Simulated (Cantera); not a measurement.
Feed: 1 mol Al₂O₃, 0.39 mol HCl, 7.3 mol N₂, 0.91 mol Cl₂, held at 1 atm.

Equilibrium computed with Cantera from the NASA thermochemical tables; the gas is ideal and each condensed phase is pure. Candidate condensed phases: Al, AlCl₃, AlN, Al₂O₃, H₂O, NH₄Cl; 45 gas species. Condensed phases not in the tables: AlOCl. The numbers say what is thermodynamically allowed, not how fast it happens.

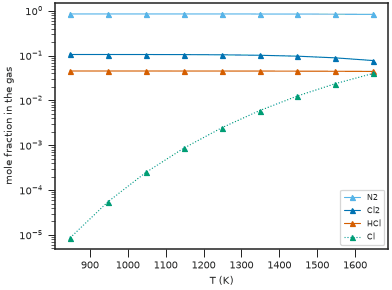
Fig. 1. Equilibrium gas composition (values under 1e-9 drawn at 1e-9)

**Question.** Read off the mole fractions at 1548 K.

**Answer.** N₂ about 0.84, Cl₂ about 0.089, HCl about 0.045, Cl about 0.024.
